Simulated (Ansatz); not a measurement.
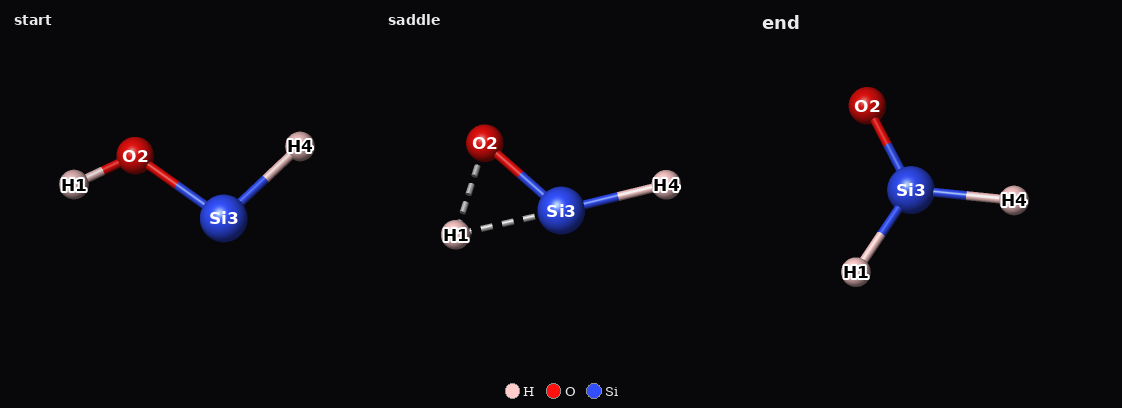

A saddle point and the two end points reached downhill from it. Broken sticks mark bonds that form or break. The species is neutral and a spin singlet. Geometries: PBE0-D4/def2-TZVP; all other levels are single points on them, and energies count from the start as drawn. Program: Ansatz 0.2.0. In CBS estimates cores are frozen, and CCSD(T) − MP2 is taken in the smaller basis.

Q: Which bonds form and which break from start to end?

A: Formed: H1–Si3; broken: H1–O2. At the saddle point H1···Si3 is 1.53 Å, H1···O2 is 1.49 Å.

Give the electronic barrier and the reaction energy from start to end in kJ/mol (no zero-point energy) with CCSD(T)/CBS (MP2 limit from def2-TZVPP and def2-QZVPP plus CCSD(T) − MP2); PBE-D4/STO-3G; B3LYP-D4/def2-TZVPP; SPW92 (LDA)/def2-TZVPP.

```tsv
level	barrier	reaction energy
CCSD(T)/CBS (MP2 limit from def2-TZVPP and def2-QZVPP plus CCSD(T) − MP2)	250.8	+5.3
PBE-D4/STO-3G	270.8	+13.4
B3LYP-D4/def2-TZVPP	249.8	+3.9
SPW92 (LDA)/def2-TZVPP	209.3	+9.3
```
